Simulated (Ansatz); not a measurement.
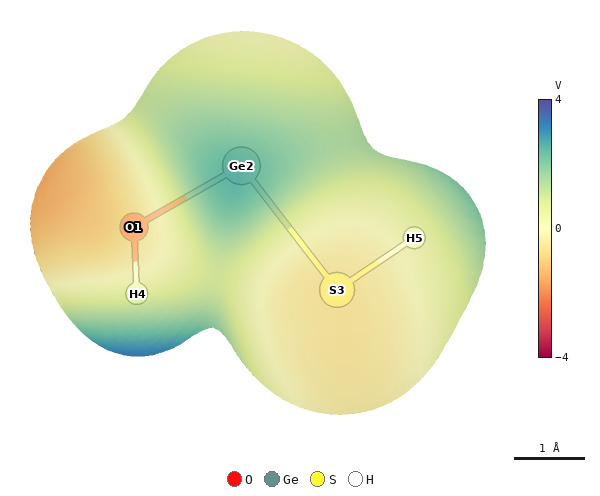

Figure 1: GeH₂OS (SMILES [OH][Ge][SH]). The electrostatic potential painted on the density surface at 0.004 e/bohr³, seen across its widest extent; red is negative and blue positive.

Geometry: PBE0-D4/def2-TZVP.

Computed with Ansatz, RKS PBE0-D4/def2-TZVPP.

```xyz
5

O    -1.3460   -1.0013    0.3998
Ge   -0.8974    0.6289   -0.1642
S     1.3433    0.3365   -0.2063
H    -0.6325   -1.6252    0.5614
H     1.5827    1.5874   -0.6321
```

> Describe the electrostatic potential map.

The most negative region (about −1.5 V) lies over O1, the most positive (about +3.2 V) over H4. O1 is the likeliest acceptor of a hydrogen bond.
